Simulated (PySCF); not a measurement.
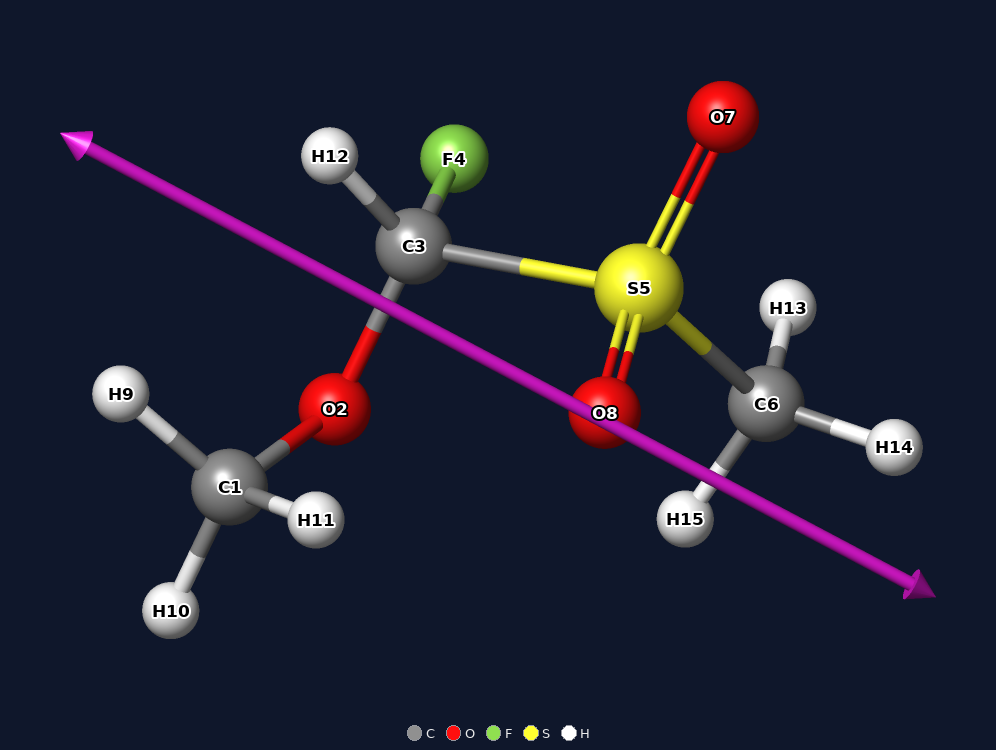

The double arrow shows the direction of the transition dipole to excited singlet state 2 (its length means nothing). Computed geometry: GFN2-xTB optimisation. No frequency run is at hand to confirm it as a minimum. Properties computed with TDDFT PBE0/def2-SVPD, vertical, gas phase, core orbitals frozen in the response (PySCF 2.14.0).

Give its energy, strength and character.

Answer. 7.38 eV (168 nm), oscillator strength 0.035, mainly HOMO → LUMO+1 (weight 0.80); transition dipole 1.12 D.
